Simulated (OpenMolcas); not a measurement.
## Rh³⁺ complex: multiconfigurational calculation

Rh³⁺ with 6 ligands (Cl; octahedron, 2.493 Å), embedded in Cs2NaYCl6 by model potentials and point charges, whose field is part of the energies. Computed at this level: state-averaged SS-CASPT2, IPEA shift 0.25, imaginary shift 0.1 hartree, closed shells 4s 4p of the metal and the valence shells of the ligands correlated, active space 6 electrons in the shell 4d, basis ANO-RCC-VDZP on the metal and ANO-RCC-VDZP on the ligands, DKH2 scalar Hamiltonian, spin-orbit coupling by RASSI with atomic mean-field integrals (OpenMolcas).

Input:
```
&GATEWAY
Basis set
Rh.ANO-RCC-VDZP.
Rh1 0.0 0.0 0.0 Angstrom
End of basis
Basis set
Cl.ANO-RCC-VDZP.
L1 2.493000 0.000000 0.000000 Angstrom
L2 0.000000 2.493000 0.000000 Angstrom
L3 0.000000 0.000000 2.493000 Angstrom
End of basis
Basis set
Na.EMB-AIMP.Al-Abdalla.7s4p.1s1p.ECP.Cs2NaYCl6.
PseudoCharge
* 3 symmetry-unique lattice sites within 7.6 angstrom
End of basis
Basis set
Cs.EMB-AIMP.Al-Abdalla.0s.0s.ECP.Cs2NaYCl6.
PseudoCharge
* 4 symmetry-unique lattice sites within 7.6 angstrom
End of basis
Basis set
Cl.EMB-AIMP.Al-Abdalla.0s.0s.ECP.Cs2NaYCl6.
PseudoCharge
* 12 symmetry-unique lattice sites within 7.6 angstrom
End of basis
Basis set
Y.EMB-AIMP.Al-Abdalla.0s.0s.ECP.Cs2NaYCl6.
PseudoCharge
* 6 symmetry-unique lattice sites within 7.6 angstrom
End of basis
Symmetry
XYZ
AngMom=0.0 0.0 0.0
AMFI
RICD
XField
1564 Angstrom 0
* Evjen-weighted lattice charges
&SEWARD
&RASSCF
FileOrb=start.orb
Symmetry=1
Spin=5
nActEl=6 0 0
Inactive=36 36
Ras2=5 0
CIRoot=5 5 1
SDav=5
CIMx=300
Iter=150 100
PrWF=0.3
OrbListing=Nothing
MaxOrb=0
LevShft=1.0
>>> COPY $Project.JobIph JOB001
&RASSCF
FileOrb=start.orb
Symmetry=1
Spin=3
nActEl=6 0 0
Inactive=36 36
Ras2=5 0
CIRoot=45 45 1
SDav=45
CIMx=300
Iter=150 100
PrWF=0.3
OrbListing=Nothing
MaxOrb=0
LevShft=1.0
>>> COPY $Project.JobIph JOB002
&RASSCF
FileOrb=start.orb
Symmetry=1
Spin=1
nActEl=6 0 0
Inactive=36 36
Ras2=5 0
CIRoot=50 50 1
SDav=50
CIMx=300
Iter=150 100
PrWF=0.3
OrbListing=Nothing
MaxOrb=0
LevShft=1.0
>>> COPY $Project.JobIph JOB003
&RASSI
NrOfJobIphs=3 5 45 50
1 2 3 4 5
1 2 3 4 5 6 7 8 9 10 11 12 13 14 15 16 17 18 19 20 21 22 23 24 25 26 27
28 29 30 31 32 33 34 35 36 37 38 39 40 41 42 43 44 45
1 2 3 4 5 6 7 8 9 10 11 12 13 14 15 16 17 18 19 20 21 22 23 24 25 26 27
28 29 30 31 32 33 34 35 36 37 38 39 40 41 42 43 44 45 46 47 48 49 50
IphNames
JOB001
JOB002
JOB003
EJob
SpinOrbit
DIPRint=1.0
SOCoupling=1000.0
Subsets=2
Property=9
'ANGMOM' 1 'ANGMOM' 2 'ANGMOM' 3 'MLTPL  1' 1 'MLTPL  1' 2 'MLTPL  1' 3
'AMFI' 1 'AMFI' 2 'AMFI' 3
SOProperty=3
'ANGMOM' 1 'ANGMOM' 2 'ANGMOM' 3
>>> COPY JOB001 $Project.JobIph
&CASPT2
Multistate=5 1 2 3 4 5
NoMult
Frozen=23 21
IPEA=0.25
Imaginary=0.1
MaxIter=60
WThr=0.0 0.3 0.05
PrWF=0.5
NoMix
>>> COPY JOB002 $Project.JobIph
&CASPT2
Multistate=45 1 2 3 4 5 6 7 8 9 10 11 12 13 14 15 16 17 18 19 20 21 22
23 24 25 26 27 28 29 30 31 32 33 34 35 36 37 38 39 40 41 42 43 44 45
NoMult
Frozen=23 21
IPEA=0.25
Imaginary=0.1
MaxIter=60
WThr=0.0 0.3 0.05
PrWF=0.5
NoMix
>>> COPY JOB003 $Project.JobIph
&CASPT2
Multistate=50 1 2 3 4 5 6 7 8 9 10 11 12 13 14 15 16 17 18 19 20 21 22
23 24 25 26 27 28 29 30 31 32 33 34 35 36 37 38 39 40 41 42 43 44 45 46
47 48 49 50
NoMult
Frozen=23 21
IPEA=0.25
Imaginary=0.1
MaxIter=60
WThr=0.0 0.3 0.05
PrWF=0.5
NoMix
```

The file start.orb holds starting orbitals from an earlier step. A driver script formed the levels outside the program, from RASSI's spin-orbit matrix and the CASPT2 energies (for multi-state variants, the effective Hamiltonian), averaged over the components of each term or state. The log and the time are those of the CASPT2 step.

Hardware: 1 thread of Arm Neoverse V1, 24 GiB of memory available, shared host.

Launched with:
```bash
OMP_NUM_THREADS=1 MOLCAS_MEM=2457 MOLCAS_PROJECT=a pymolcas a.inp > a.log  # once for each step of the input, in one work folder
```

The program's output (extracts):
```
--- CASPT2 ---
Orbital specifications:
      -----------------------

      Symmetry species                           1   2
                                                ag  au
      Frozen orbitals                           23  21
      Inactive orbitals                         13  15
      Active orbitals                            5   0
      Secondary orbitals                        46  52
      Deleted orbitals                           0   0
      Number of basis functions                 87  88
Type of calculation                        SS-CASPT2
      Fock operator                              state-specific
      IPEA shift                                 0.25
      Real shift                                 0.00
      Imaginary shift                            0.10
      The input orbitals will be transformed to quasi-canonical
Reference energy:       -7546.9670124239
      E2 (Non-variational):      -1.3573961779
      Shift correction:          -0.0025370369
      E2 (Variational):          -1.3599332149
      Total energy:           -7548.3269456387
      Residual norm:              0.0000008660
      Reference weight:           0.65488
      Contributions to the CASPT2 correlation energy
      Active & Virtual Only:         -0.0789851947
      One Inactive Excited:          -0.2628934110
      Two Inactive Excited:          -1.0155175723
Reference energy:       -7546.9670124238
      E2 (Non-variational):      -1.3573937640
      Shift correction:          -0.0025369651
      E2 (Variational):          -1.3599307291
      Total energy:           -7548.3269431529
      Residual norm:              0.0000008660
      Reference weight:           0.65489
      Contributions to the CASPT2 correlation energy
      Active & Virtual Only:         -0.0789778863
      One Inactive Excited:          -0.2628983330
      Two Inactive Excited:          -1.0155175447
::    CASPT2 Root  1     Total energy:  -7548.32694564
::    CASPT2 Root  2     Total energy:  -7548.32694315
::    CASPT2 Root  3     Total energy:  -7548.32694641
::    CASPT2 Root  4     Total energy:  -7548.23772614
::    CASPT2 Root  5     Total energy:  -7548.23768458
--- CASPT2 ---
Orbital specifications:
      -----------------------

      Symmetry species                           1   2
                                                ag  au
      Frozen orbitals                           23  21
      Inactive orbitals                         13  15
      Active orbitals                            5   0
      Secondary orbitals                        46  52
      Deleted orbitals                           0   0
      Number of basis functions                 87  88
Type of calculation                        SS-CASPT2
      Fock operator                              state-specific
      IPEA shift                                 0.25
      Real shift                                 0.00
      Imaginary shift                            0.10
      The input orbitals will be transformed to quasi-canonical
Reference energy:       -7546.9615103976
      E2 (Non-variational):      -1.4078325401
      Shift correction:          -0.0028801493
      E2 (Variational):          -1.4107126894
      Total energy:           -7548.3722230870
      Residual norm:              0.0000002287
      Reference weight:           0.64327
      Contributions to the CASPT2 correlation energy
      Active & Virtual Only:         -0.0824210197
      One Inactive Excited:          -0.2815049632
      Two Inactive Excited:          -1.0439065571
Reference energy:       -7546.9615103973
      E2 (Non-variational):      -1.4078187366
      Shift correction:          -0.0028782389
      E2 (Variational):          -1.4106969755
      Total energy:           -7548.3722073728
      Residual norm:              0.0000002272
      Reference weight:           0.64329
      Contributions to the CASPT2 correlation energy
      Active & Virtual Only:         -0.0824225501
      One Inactive Excited:          -0.2815264534
      Two Inactive Excited:          -1.0438697331
::    CASPT2 Root  1     Total energy:  -7548.37222309
::    CASPT2 Root  2     Total energy:  -7548.37220737
::    CASPT2 Root  3     Total energy:  -7548.37223525
::    CASPT2 Root  4     Total energy:  -7548.36126131
::    CASPT2 Root  5     Total energy:  -7548.36130188
::    CASPT2 Root  6     Total energy:  -7548.36130103
::    CASPT2 Root  7     Total energy:  -7548.29450988
::    CASPT2 Root  8     Total energy:  -7548.29450152
::    CASPT2 Root  9     Total energy:  -7548.29450482
::    CASPT2 Root 10     Total energy:  -7548.29532010
::    CASPT2 Root 11     Total energy:  -7548.29531639
::    CASPT2 Root 12     Total energy:  -7548.29529173
::    CASPT2 Root 13     Total energy:  -7548.27799536
::    CASPT2 Root 14     Total energy:  -7548.27797078
::    CASPT2 Root 15     Total energy:  -7548.27822186
::    CASPT2 Root 16     Total energy:  -7548.27592960
::    CASPT2 Root 17     Total energy:  -7548.27709043
::    CASPT2 Root 18     Total energy:  -7548.27961168
::    CASPT2 Root 19     Total energy:  -7548.27966363
::    CASPT2 Root 20     Total energy:  -7548.27963035
::    CASPT2 Root 21     Total energy:  -7548.23487239
::    CASPT2 Root 22     Total energy:  -7548.23356790
::    CASPT2 Root 23     Total energy:  -7548.23355624
::    CASPT2 Root 24     Total energy:  -7548.23355960
::    CASPT2 Root 25     Total energy:  -7548.20949661
::    CASPT2 Root 26     Total energy:  -7548.20942401
::    CASPT2 Root 27     Total energy:  -7548.20193775
::    CASPT2 Root 28     Total energy:  -7548.20215739
::    CASPT2 Root 29     Total energy:  -7548.20218139
::    CASPT2 Root 30     Total energy:  -7548.19153604
--- CASPT2 ---
Orbital specifications:
      -----------------------

      Symmetry species                           1   2
                                                ag  au
      Frozen orbitals                           23  21
      Inactive orbitals                         13  15
      Active orbitals                            5   0
      Secondary orbitals                        46  52
      Deleted orbitals                           0   0
      Number of basis functions                 87  88
Type of calculation                        SS-CASPT2
      Fock operator                              state-specific
      IPEA shift                                 0.25
      Real shift                                 0.00
      Imaginary shift                            0.10
      The input orbitals will be transformed to quasi-canonical
Reference energy:       -7546.9859681167
      E2 (Non-variational):      -1.4418951667
      Shift correction:          -0.0026594878
      E2 (Variational):          -1.4445546546
      Total energy:           -7548.4305227713
      Residual norm:              0.0000007373
      Reference weight:           0.64057
      Contributions to the CASPT2 correlation energy
      Active & Virtual Only:         -0.0865323425
      One Inactive Excited:          -0.2914486876
      Two Inactive Excited:          -1.0639141366
Reference energy:       -7546.9342470595
      E2 (Non-variational):      -1.4211860042
      Shift correction:          -0.0029319970
      E2 (Variational):          -1.4241180012
      Total energy:           -7548.3583650607
      Residual norm:              0.0000008368
      Reference weight:           0.63960
      Contributions to the CASPT2 correlation energy
      Active & Virtual Only:         -0.0778604946
      One Inactive Excited:          -0.2961990771
      Two Inactive Excited:          -1.0471264325
::    CASPT2 Root  1     Total energy:  -7548.43052277
::    CASPT2 Root  2     Total energy:  -7548.35836506
::    CASPT2 Root  3     Total energy:  -7548.35837543
::    CASPT2 Root  4     Total energy:  -7548.35835620
::    CASPT2 Root  5     Total energy:  -7548.33536281
::    CASPT2 Root  6     Total energy:  -7548.33554445
::    CASPT2 Root  7     Total energy:  -7548.33564081
::    CASPT2 Root  8     Total energy:  -7548.28559497
::    CASPT2 Root  9     Total energy:  -7548.28547521
::    CASPT2 Root 10     Total energy:  -7548.28510871
::    CASPT2 Root 11     Total energy:  -7548.28137826
::    CASPT2 Root 12     Total energy:  -7548.28170372
::    CASPT2 Root 13     Total energy:  -7548.27801757
::    CASPT2 Root 14     Total energy:  -7548.26169722
::    CASPT2 Root 15     Total energy:  -7548.26171372
::    CASPT2 Root 16     Total energy:  -7548.26255445
::    CASPT2 Root 17     Total energy:  -7548.26524069
::    CASPT2 Root 18     Total energy:  -7548.26068069
::    CASPT2 Root 19     Total energy:  -7548.26043696
::    CASPT2 Root 20     Total energy:  -7548.26044096
::    CASPT2 Root 21     Total energy:  -7548.23290185
::    CASPT2 Root 22     Total energy:  -7548.23294490
::    CASPT2 Root 23     Total energy:  -7548.22277965
::    CASPT2 Root 24     Total energy:  -7548.22297886
::    CASPT2 Root 25     Total energy:  -7548.22269472
::    CASPT2 Root 26     Total energy:  -7548.20772709
::    CASPT2 Root 27     Total energy:  -7548.20742026
::    CASPT2 Root 28     Total energy:  -7548.18606588
::    CASPT2 Root 29     Total energy:  -7548.18580784
::    CASPT2 Root 30     Total energy:  -7548.19887760
```

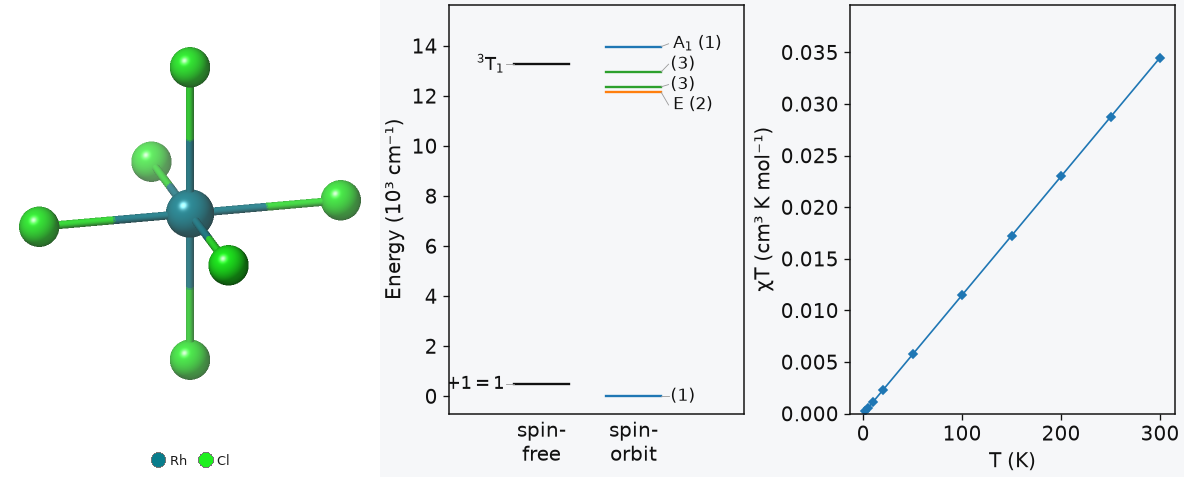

*Rh³⁺ (4d⁶) as a dopant in Cs₂NaYCl₆, a cluster with its 6 nearest Cl⁻ at 2.493 Å (octahedron) embedded in model potentials and point charges; the geometry was set, not optimised, and its levels and susceptibility. Labels give the representation in O, Td, D4 or D3 as the site allows (double group for half-integer spin) where it could be assigned and, in brackets, the degeneracy; spin-free states, where drawn, share the zero of the spin-orbit levels. Powder susceptibility by Van Vleck's formula.*

The ground level is non-degenerate, 97 % from states of spin multiplicity 1. The next level lies at 12,100 cm⁻¹ (E). χT is close to 0 cm³ K mol⁻¹ at 2 K and 0.0345 at 300 K, an effective moment of 0.53 μB.

Results in brief:

| quantity | value |
| --- | --- |
| outcome | converged; degenerate states are split by up to 265 cm⁻¹ |
| energy of the lowest spin-free term | −7548.43052 hartree |
| energy of the lowest spin-orbit level | −7548.43268 hartree |
| CASPT2 correlation energy | −1.4446 hartree |
| largest spread among components of a term | 265.1 cm⁻¹ |
| lowest reference weight | 0.611 |
| wall time | 8.3 min |
| peak memory | 0.38 GiB |

Remarks:

The components of ³T2, which symmetry makes degenerate, are split by 265 cm⁻¹ in CASPT2, and those of 17 more by over 50 cm⁻¹. This is an artefact; the levels of such states rest on averages and are uncertain by about as much. Limits: small active space favours high spin, ground spin may be wrong; the geometry is set by hand, with no relaxation.
